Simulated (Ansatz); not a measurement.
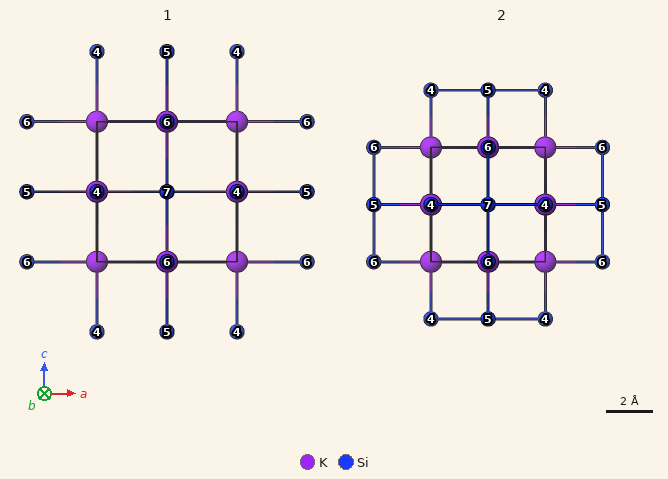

Two geometries of a crystal of K₃Si₄ (a generated structure, set up in Pm-3m) (coarse preliminary run), drawn at one scale. One is the start of a relaxation, the other its converged end. Style: ball-and-stick. Shown: the cell of the calculation, along the b axis.

Level of theory: Ansatz 0.2.0, DFT PBE, scalar-relativistic, plane waves, PAW. Settings: plane-wave cutoff 420 eV; k-point mesh 4 × 4 × 4; occupations gaussian; smearing width 0.1 eV; no spin polarisation; cell and atoms relaxed; force threshold 0.04 eV/Å; at most 70 steps.

### Which of the two is the end point?

Structure 1 is the relaxed one. After 6 accepted moves (8 points after the start) the energy has fallen by 1119 meV per atom. All forces vanish by symmetry, so only the cell relaxes. Pressure: 38.72 GPa at the start and 0.12 GPa at the end. The SCF was repeated twice at an unchanged geometry on a basis and grid sized afresh for the cell, which shifted the energy by 21.3 meV per atom at most. The atoms keep their places relative to the cell (all moves are under 0.005 Å). Cell: a = b = c 5.007 → 6.133 Å (+22.5 %). Volume +83.8 %. Near-neighbour distances that change, for instance: K–K 3.540 → 4.337 Å, Si–Si 2.503 → 3.066 Å, K–Si 2.503 → 3.066 Å. The space group stays Pm-3m (No. 221).
